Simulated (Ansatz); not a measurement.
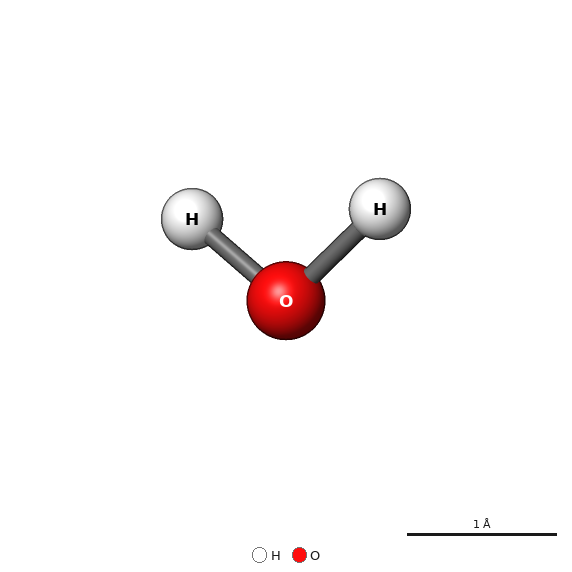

A ball-and-stick model of a molecule.

Describe the molecule.

It has 3 atoms: 2 hydrogen and 1 oxygen (H₂O). This geometry has C2v symmetry. Coordination: 1 O bent.

The parts below concern this one geometry. Atoms keep their numbers from picture to picture. Computed geometry: PBE0-D4/def2-TZVP optimisation.

## Dipole moment

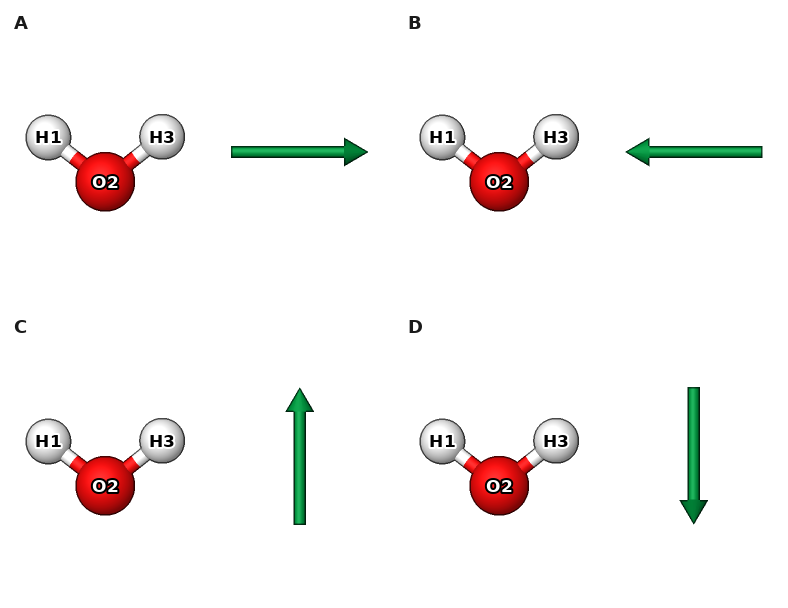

The same molecule four times, each with an arrow. Level of theory: RKS PBE0-D4/def2-TZVP (Ansatz 0.2.0).

Which arrow points along the dipole moment, from the negative to the positive end?

C. The dipole moment is 2.07 D; it points from the side of O2 to the side of H1, H3 (the outermost atoms at the two ends).

## Charges

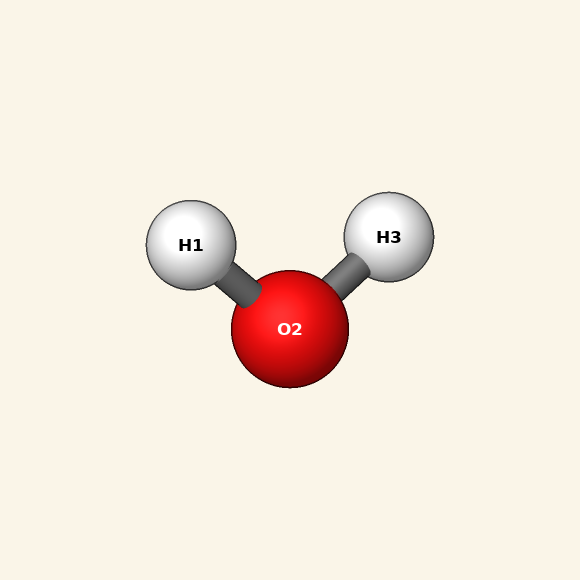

The questions are on Mulliken charges. Level of theory: RKS PBE0-D4/def2-TZVP (Ansatz 0.2.0).

Give the Mulliken charges atom by atom.

```
atom  value (e)
  H1       0.32
  O2      −0.65
  H3       0.32
```

## Vibrations

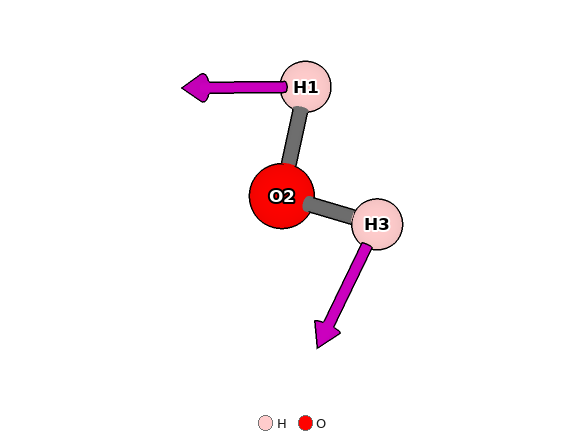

The arrows show one normal mode. Harmonic vibrations computed with RKS PBE0-D4/def2-TZVP (Ansatz 0.2.0) at a stationary point of the same level.

What kind of motion is it?

Mostly H–O–H bending.

Estimate its harmonic wavenumber.

1623 cm⁻¹; it is mode 1 of 3 counted from the lowest.

Mulliken values depend strongly on the basis set and can even reverse the polarity of a bond.
